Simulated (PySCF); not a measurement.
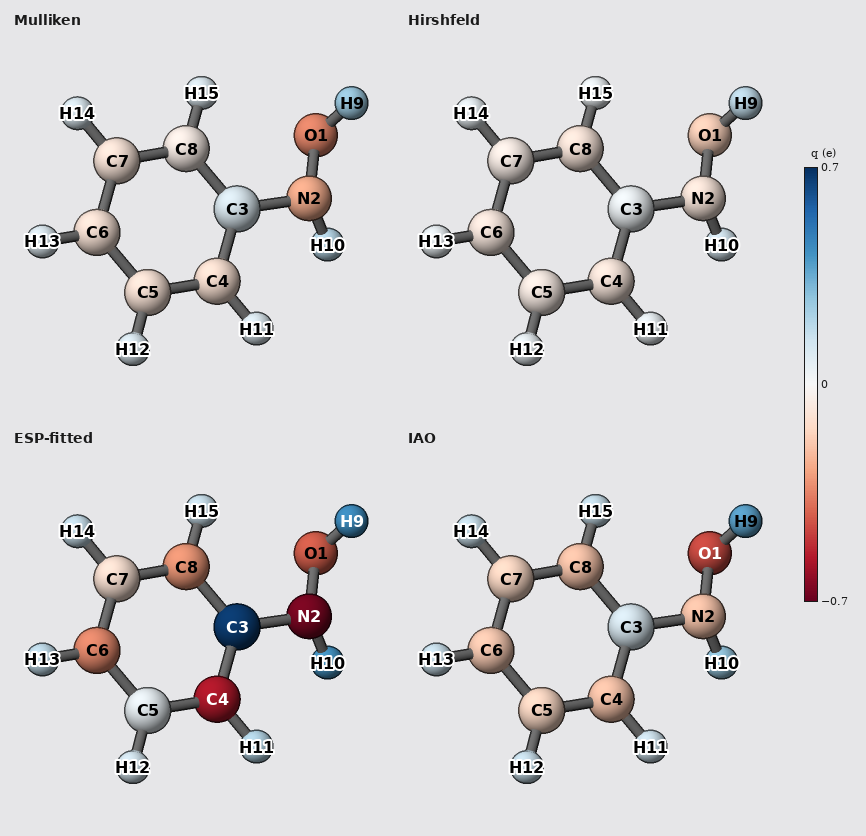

Atomic charges of one calculation by 4 schemes, on one colour scale. The geometry was computed by an optimisation with PBE0-D3(BJ)/def2-SVP. No frequency run is at hand to confirm it as a minimum. Computed with PBE0/pcSseg-1 (PySCF 2.14.0).

Question. Which scheme gives the most polar picture (largest mean size of the charges)?

Answer. The ESP-fitted charges are the largest in size here, and the Hirshfeld charges the smallest.

Question. On which atom do the schemes disagree most?

Answer. On C3 (from 0.04 to 0.66 e).

List the charges (e), one line for each set of equivalent atoms.

```
atom  Mulliken  Hirshfeld  ESP-fitted    IAO
  O1     −0.34      −0.16       −0.42  −0.45
  N2     −0.26      −0.08       −0.66  −0.20
  C3      0.10       0.04        0.66   0.11
  C4     −0.10      −0.07       −0.55  −0.20
  C5     −0.09      −0.05        0.05  −0.14
  C6     −0.09      −0.07       −0.33  −0.18
  C7     −0.08      −0.05       −0.10  −0.14
  C8     −0.05      −0.08       −0.30  −0.20
  H9      0.25       0.17        0.44   0.38
 H10      0.19       0.12        0.42   0.27
 H11      0.09       0.04        0.20   0.14
 H12      0.09       0.05        0.12   0.15
 H13      0.09       0.05        0.17   0.15
 H14      0.10       0.05        0.15   0.15
 H15      0.09       0.04        0.15   0.16
```
